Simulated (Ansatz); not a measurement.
# C3H9BGe: the cost of one run

Program: Ansatz 0.2.0. Level of theory: RKS B3LYP-D4/def2-SVP. These are calculated values, not measurements.

## (1) Starting point

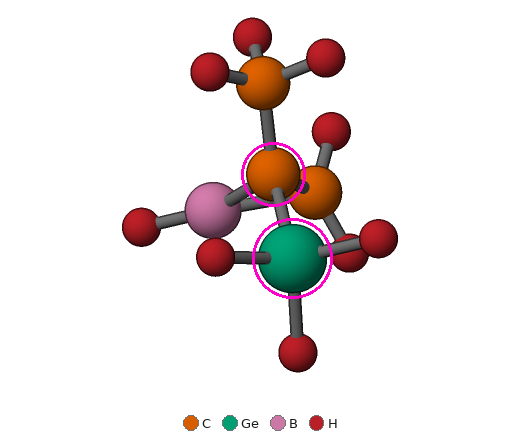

Start, viewed from a free direction; carbon orange, germanium teal, boron pink, hydrogen red. Ringed: C2, Ge3.

Coordinates:

```xyz
14

C    -1.2415    0.9060    0.2442
C    -0.1436   -0.0097   -0.0710
Ge    1.4429    0.1341    0.9993
B    -0.4879   -1.5054   -0.4416
C     0.0462   -0.4281   -1.4887
H    -1.5954    0.8541    1.2925
H    -0.9243    1.9971    0.0712
H    -2.1362    0.7758   -0.4198
H     2.5026   -0.9290    0.6152
H     1.1120   -0.0773    2.5277
H     2.0847    1.5412    0.8471
H    -0.9632   -2.5772   -0.1492
H    -0.7599   -0.0485   -2.2238
H     1.0507   -0.6623   -1.7742
```

## (2) Relaxing end A

Input file input.yaml:

```yaml
crystal:
  periodic: [false, false, false]
  atoms:
    - { symbol: C, position_ang: [-1.2415, 0.906, 0.2442] }
    - { symbol: C, position_ang: [-0.1436, -0.0097, -0.071] }
    - { symbol: Ge, position_ang: [1.4429, 0.1341, 0.9993] }
    - { symbol: B, position_ang: [-0.4879, -1.5054, -0.4416] }
    - { symbol: C, position_ang: [0.0462, -0.4281, -1.4887] }
    - { symbol: H, position_ang: [-1.5954, 0.8541, 1.2925] }
    - { symbol: H, position_ang: [-0.9243, 1.9971, 0.0712] }
    - { symbol: H, position_ang: [-2.1362, 0.7758, -0.4198] }
    - { symbol: H, position_ang: [2.5026, -0.929, 0.6152] }
    - { symbol: H, position_ang: [1.112, -0.0773, 2.5277] }
    - { symbol: H, position_ang: [2.0847, 1.5412, 0.8471] }
    - { symbol: H, position_ang: [-0.9632, -2.5772, -0.1492] }
    - { symbol: H, position_ang: [-0.7599, -0.0485, -2.2238] }
    - { symbol: H, position_ang: [1.0507, -0.6623, -1.7742] }
basis:
  gaussian: { orbitals: def2-SVP }
hamiltonian:
  xc: b3lyp
  dispersion: d4
relax:
  f_tol: 0.015
  max_steps: 40
```

Command:

```console
$ ansatz run input.yaml --threads 2 --pin off --max-ram 3072MiB --backend cpu --events-out ev --progress --plain --runs-dir out
```

What time and memory should one allow on 2 threads of Arm Neoverse V2, shared host?

About 56 s, with a peak of 0.39 GiB.
